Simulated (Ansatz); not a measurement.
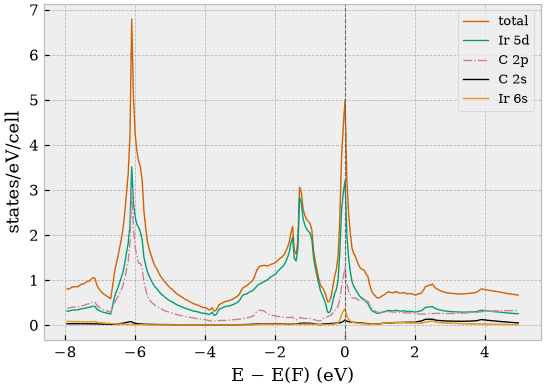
Total and projected density of states of IrC (rock salt, Fm-3m), the program Ansatz at the PBE level (PAW)

Which orbitals carry the states next to the Fermi level?

Within 0.5 eV of the Fermi level: Ir 5d 61 %, C 2p 31 %. Projections are on Löwdin-orthogonalised atomic valence shells; empty p or d shells of many metals are not among them.

Where is the tallest occupied peak in this window, and what makes it?

Near -6.1 eV, about 6.8 states/eV per cell; the largest projected share is Ir 5d.

The start of the workflow was typed in or built on a structure type; neither database checked (COD, Materials Project) lists it. Its standing as an ambient phase is unchecked. Symmetry was held in the PBE relaxation; its stability against distortions is not shown here. The run is not spin-polarised. Its formation energy is positive at this level, so the cell may be metastable or incomplete. Scalar-relativistic: spin–orbit coupling is off unless named, which matters more the heavier the elements.

Potentials: the earlier of the program's two PAW sets.
